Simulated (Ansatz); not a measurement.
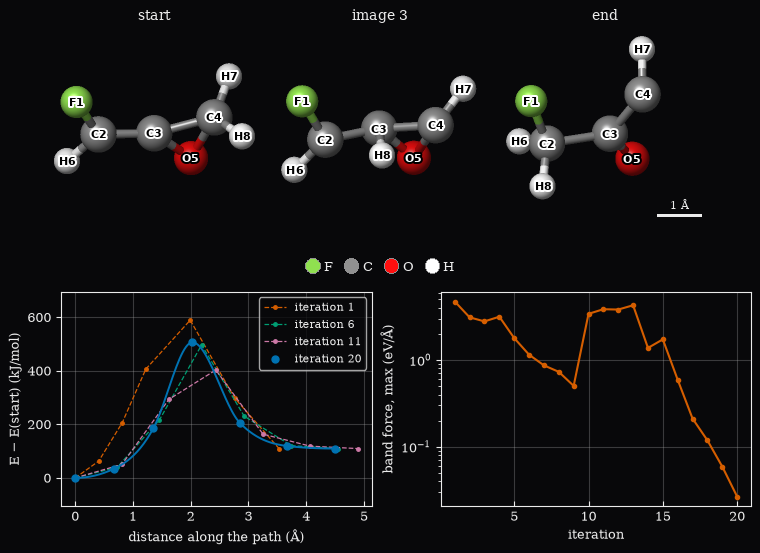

NEB run on C$_{3}$H$_{3}$FO. Images are numbered from 0 (start) to 6 (end). The plot follows the band through its iterations. The picture is a ball-and-stick view, seen from a free direction.

Method: Ansatz 0.2.0, RHF/def2-SVP. Set-up: 5 movable images; climbing image; force threshold 0.05 eV/Å; iteration limit 60; starting path through a guess of the saddle point.

### Judge this run.

The result is final at these settings. The band converged in 20 iterations. The largest component of the band force went from 4.7 to 0.027 eV/Å. The climbing image converged on the top of the path. Its vibrational analysis gives one imaginary mode (2127i cm⁻¹), as a transition state must have. The first iteration put the highest image at 589.1 kJ/mol. The energy climbs by 506.3 kJ/mol to image 3 and then falls by 396.6 kJ/mol, so the end point sits at +109.7 kJ/mol.

The run took 2.2 min on 1 thread of Arm Neoverse V1, on a shared host, peak memory 0.26 GiB.
